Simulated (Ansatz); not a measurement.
Starting cell, ZnO (wurtzite):

```xyz
4
Lattice="3.2352 0.0000 0.0000 -1.6176 2.8018 0.0000 0.0000 0.0000 5.2114" Properties=species:S:1:pos:R:3 pbc="T T T"
Zn     1.6176     0.9339     0.0126
Zn     0.0000     1.8678     2.6183
O      1.6176     0.9339     3.2456
O      0.0000     1.8678     0.6399
```

In this cell atom 3 (O, nearest neighbour Zn at 1.970 Å; its periodic images, 3.2 Å or more away, move with it) is moved by s along Cartesian [111], unit vector (0.577, 0.577, 0.577); all other atoms and the cell stay fixed.

The numbers are results of r2SCAN (plane waves to 500 eV, PAW, scalar-relativistic; Ansatz, a first-principles code), not measurements. k mesh 9×9×5 (Γ-centred), Fermi-Dirac smearing 0.05 eV. E stands for the smeared free energy. ZnO was relaxed with its symmetry unable to fall. ΔE is measured from the undisplaced structure.

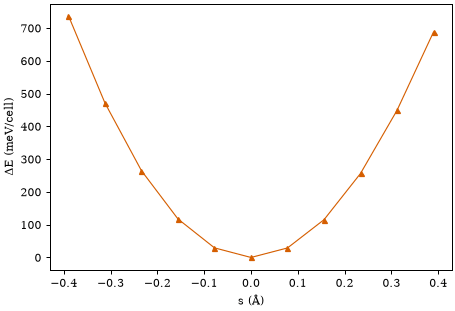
Figure. ΔE (meV/cell) against s (Å); computed points joined by lines.

Task: Is the energy the same for displacements of ±0.390 Å, and if not, which side lies higher?

Result: Not even: the negative side lies higher at ±0.390 Å.

Task: What is the energy change at s = 0.390 Å?

Result: About 690 meV/cell.

(For displaced atoms, the force is minus the slope of the energy, and its curvature is a force constant, which sets phonon frequencies.)
